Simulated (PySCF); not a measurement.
C3H4N2OS (SMILES COc1ncsn1)

```xyz
11

C    -2.0322    0.0939   -0.1195
O    -0.8698    0.9036   -0.0977
C     0.2793    0.2540   -0.0876
N     1.4295    0.9731   -0.0501
C     2.4288    0.1609   -0.0445
S     1.9388   -1.4936   -0.0874
N     0.3661   -1.0542   -0.1111
H    -2.0803   -0.5319    0.7746
H    -2.0348   -0.5529   -0.9998
H    -2.8736    0.7823   -0.1481
H     3.4536    0.4676   -0.0149
```

Geometry: GFN2-xTB.

These are results of wB97X-D/def2-SVPD, SCF density, gas phase in PySCF 2.14.0, not measurements.

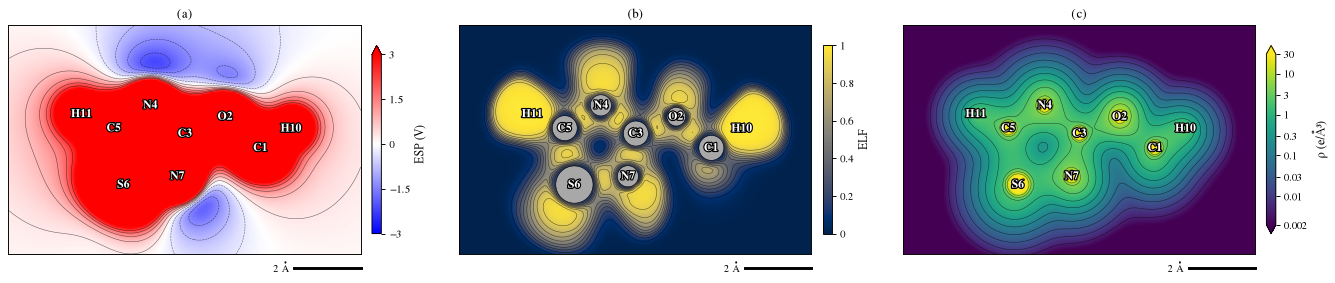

Figure 1. (a) electrostatic potential; (b) electron localisation function; (c) total electron density on the plane of atoms N4, C5 and H11. Grey discs cover the atomic cores in the ELF map.

Question: Read the bonding off the picture.

Answer:
- Atoms in the plane: C, O, N, S and H.
- C–N (1.29 Å): the density is about 2.7 e/Å³ at the midpoint; the ELF peaks at about 0.90 between the atoms; a covalent bond.
- C–O (1.32 Å): ρ at the midpoint is about 2.6 e/Å³; the ELF peaks at about 0.90 between the atoms, as expected for a polar covalent bond.
- S–N (1.63 Å): ρ is about 1.7 e/Å³ halfway; the ELF peaks at about 0.90 between the atoms; localised, covalent bonding.
- C–S (1.73 Å): ρ at the midpoint is about 1.5 e/Å³; the ELF peaks at about 0.90 between the atoms: localised, covalent bonding.
- C–H (1.07 Å): the density is about 2.1 e/Å³ at the midpoint; the ELF climbs to about 1 towards the hydrogen, as it does in any bond to H: an ordinary covalent bond to hydrogen.
- The ELF also peaks beside S6, N7, O2 and N4, away from the bonds: lone-pair regions.
- Outside the dense part of the molecule the potential is most negative (−2.2 V) near N4.

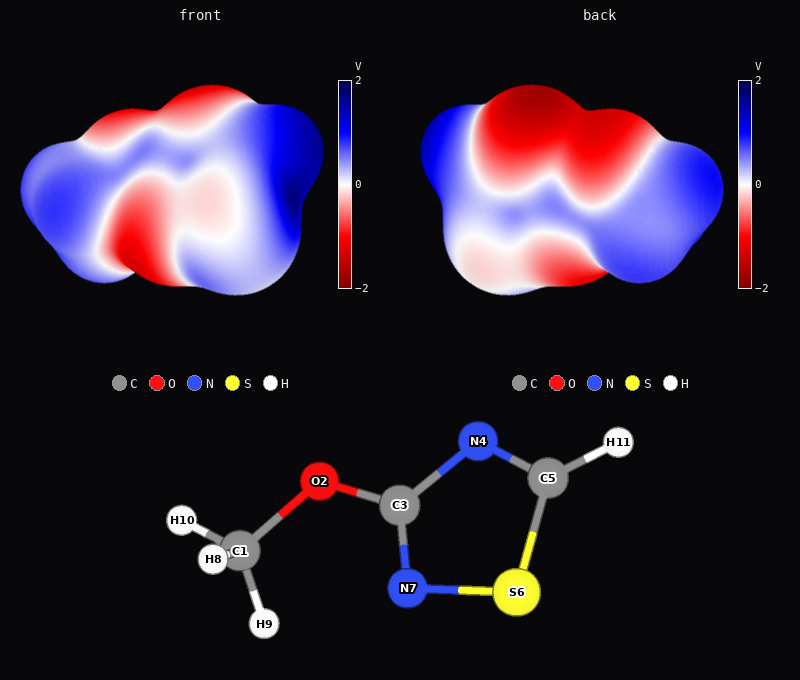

Figure 2. The molecular electrostatic potential painted on the density surface at 0.002 e/bohr³, seen from the front and from behind; red is negative and blue positive. The bare structure is drawn below in the same view.

Question: Which sites attract a positive test charge, and which a negative one?

Answer: A positive charge is drawn to the negative regions and a negative charge to the positive ones. The most negative region (about −1.7 V) lies over N4, the most positive (about +1.6 V) over C5, S6 and H11. N4 is the likeliest acceptor of a hydrogen bond.
